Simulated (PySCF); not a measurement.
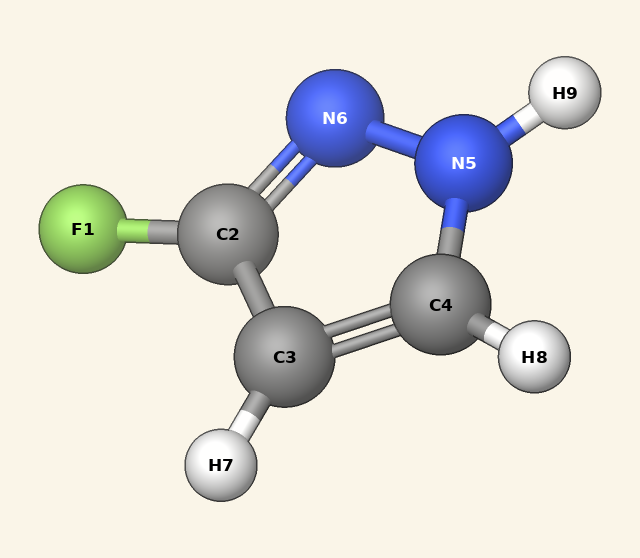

The computed structure is the end point of a PBE0-D3(BJ)/def2-SVP optimisation. No frequency run is at hand to confirm it as a minimum. Method: B3LYP/pcJ-1 indirect spin-spin coupling, non-relativistic, gas phase (PySCF 2.14.0). Isotopes: 13C, 19F, 1H, 15N.

Give the spin–spin coupling constants of these pairs, with the number of bonds between them: C2/C3, C4/H8, C4/N5, N5/H9, N5/N6, F1/C3, C2/C4, C2/N5, C4/H7, C4/H9, N6/H9, F1/C4, N6/H8.

```csv
pair,bonds apart,J (Hz)
"C2, C3",1,79.6
"C4, H8",1,196.5
"C4, N5",1,−13.2
"N5, H9",1,−113.8
"N5, N6",1,−12.2
"F1, C3",2,22.8
"C2, C4",2,8.6
"C2, N5",2,−7.1
"C4, H7",2,8.9
"C4, H9",2,9.5
"N6, H9",2,−11.4
"F1, C4",3,−2.1
"N6, H8",3,0.9
```

Density functionals are unreliable for couplings to fluorine, so those rows may be far off.
